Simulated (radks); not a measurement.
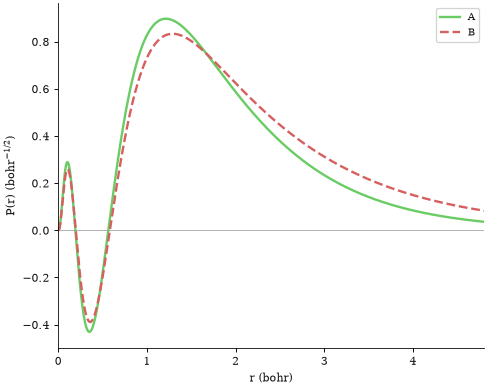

Two nuclei with the same 77 electrons, [Xe] 4f14 5d7 6s2 (open shells shared over both j by 2j + 1), were computed: Pt⁺; Z = 76.8 with 77 electrons. Theory: Dirac Kohn-Sham, PBE, spin-unpolarised, spherical densities, finite nucleus (computed with the in-house radial solver radks).

The plot shows P(r) = r R(r) of the 5d3/2 orbital in both runs (large components where relativistic).

> Assign A and B.

A is Pt⁺ (⟨r⟩ = 1.52 bohr, eigenvalue −19.8 eV); B is Z = 76.8 with 77 electrons (⟨r⟩ = 1.71 bohr, eigenvalue −5.86 eV). The larger nuclear charge pulls the orbital in.
